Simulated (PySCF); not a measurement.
Consider C$_{4}$H$_{9}$Si (SMILES C=C(C)[SiH]C) (doublet).

Input

```
{"job": {"kind": "epr", "basis": "pcH-1"}, "charge": 0, "multiplicity": 2}
C      1.225415    -0.361352    -1.046329
C      0.710573     0.316842    -0.014568
C      1.444286     1.489755     0.571413
Si    -0.866361    -0.185412     0.828537
C     -1.996271    -1.380863    -0.111317
H      0.721566    -1.206314    -1.484438
H      2.163946    -0.083069    -1.500443
H      1.694839     1.302029     1.614356
H      2.363267     1.688573     0.023483
H      0.820795     2.382421     0.539630
H     -1.582030     0.913696     1.475054
H     -1.481792    -2.301402    -0.370092
H     -2.355855    -0.932254    -1.035155
H     -2.863057    -1.643123     0.487704
```

Run with:

```sh
OMP_NUM_THREADS=1 python probes_run.py task.json out
```

Geometry: GFN2-xTB.

Method: PySCF, UKS B3LYP, pcH-1 on C H Si, non-relativistic, mean-field spin-orbit, GIAO.

Question: Predict the electron density, electron localisation function and spin density between the atoms.

Answer: C–C (1.34 Å): the density is about 2.3 e/Å³ at the midpoint; the ELF peaks at about 0.95 between the atoms: a short, multiple covalent bond.
C–Si (1.86 Å): ρ at the midpoint is about 0.97 e/Å³; the ELF peaks at about 0.95 between the atoms, as expected for a shared electron pair.
C–H (1.08 Å): ρ is about 2 e/Å³ halfway; the ELF climbs to about 1 towards the hydrogen, as it does in any bond to H: an ordinary covalent bond to hydrogen.
C–C (1.50 Å): ρ is about 1.7 e/Å³ halfway; the ELF peaks at about 0.95 between the atoms, as expected for localised, covalent bonding.
The unpaired spin (1 electron) lies mostly on Si4 (about 0.7) and C1 (about 0.1), in electrons by Hirshfeld's partition.

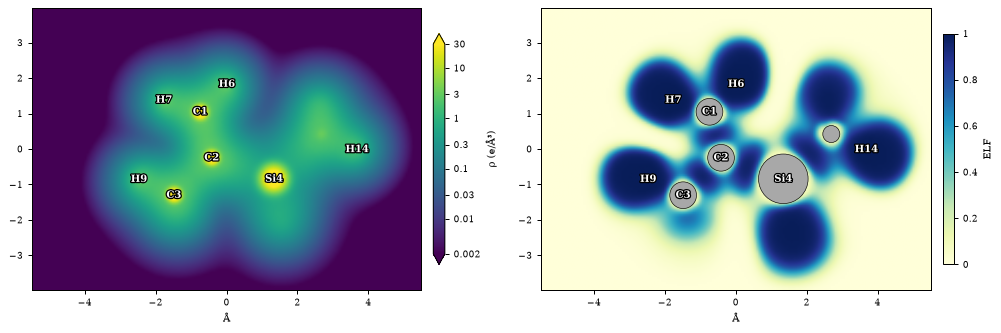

Computed electron density and electron localisation function on the plane of atoms C2, C1 and H6, in this order. Grey discs cover the atomic cores in the ELF map. 
